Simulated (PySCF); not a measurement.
**C₃H₆F₃NSi (SMILES FC(F)(F)C/C=N/[SiH3]): density, localisation and related maps**

```yaml
atoms:
  - { symbol: F, position_ang: [-3.3703, -0.4506, -0.6147] }
  - { symbol: C, position_ang: [-2.2288, -0.5170, 0.0883] }
  - { symbol: F, position_ang: [-2.5529, -0.2492, 1.3630] }
  - { symbol: F, position_ang: [-1.8348, -1.7958, 0.0558] }
  - { symbol: C, position_ang: [-1.1781, 0.4330, -0.4501] }
  - { symbol: C, position_ang: [0.0878, 0.3453, 0.3640] }
  - { symbol: N, position_ang: [1.1907, 0.1708, -0.1848] }
  - { symbol: Si, position_ang: [2.8151, 0.0247, 0.3758] }
  - { symbol: H, position_ang: [-0.9730, 0.1829, -1.4919] }
  - { symbol: H, position_ang: [-1.5890, 1.4442, -0.3883] }
  - { symbol: H, position_ang: [-0.0625, 0.4500, 1.4462] }
  - { symbol: H, position_ang: [3.4767, 1.1353, -0.3019] }
  - { symbol: H, position_ang: [3.0111, 0.1111, 1.8268] }
  - { symbol: H, position_ang: [3.2074, -1.2852, -0.1303] }
```

Geometry: GFN2-xTB.

The calculation used PBE0/pcSseg-1, SCF density, gas phase, non-relativistic (PySCF 2.14.0).

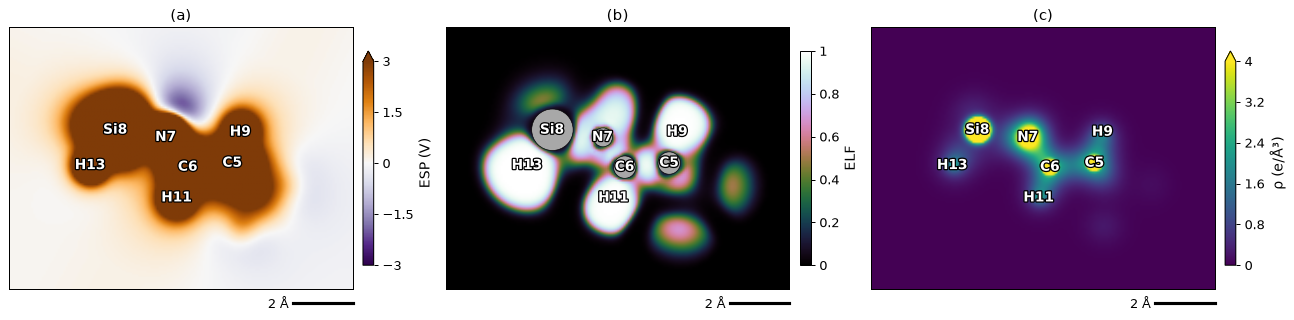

Figure 1. (a) molecular electrostatic potential; (b) ELF; (c) total electron density on the plane of atoms C5, C6 and N7. Grey discs cover the atomic cores in the ELF map.

> Interpret the plot.

The plane passes through C, N, Si and H nuclei. C–N (1.24 Å): ρ is about 2.9 e/Å³ halfway; the ELF peaks at about 0.90 between the atoms; a multiple bond. C–C (1.51 Å): the density is about 1.7 e/Å³ at the midpoint; the ELF peaks at about 0.95 between the atoms: a covalent bond. Si–N (1.72 Å): ρ at the midpoint is about 1.1 e/Å³; the ELF peaks at about 0.90 between the atoms, as expected for a polar covalent bond. C–H (1.09 Å): ρ is about 2 e/Å³ halfway; the ELF climbs to about 1 towards the hydrogen, as it does in any bond to H; a covalent bond by its length. Si–H (1.47 Å): ρ is about 0.81 e/Å³ halfway; the ELF climbs to about 1 towards the hydrogen. The ELF also peaks beside N7, away from the bonds: lone-pair regions. Outside the dense part of the molecule the potential is most negative (−2.0 V) near N7.

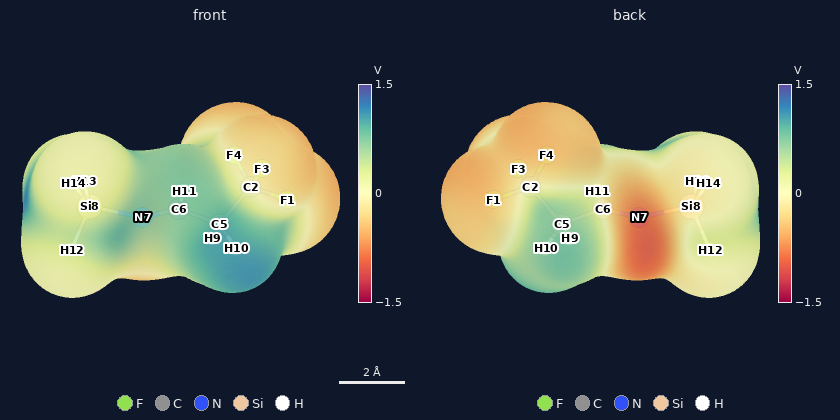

Figure 2. The electrostatic potential painted on the density surface at 0.001 e/bohr³, seen from the front and from behind; red is negative and blue positive.

> Which sites attract a positive test charge, and which a negative one?

A positive charge is drawn to the negative regions and a negative charge to the positive ones. The most negative region (about −1.0 V, or −23 kcal/mol for a unit charge) lies over N7, the most positive (about +1.1 V, or +25 kcal/mol for a unit charge) over Si8 and H10.
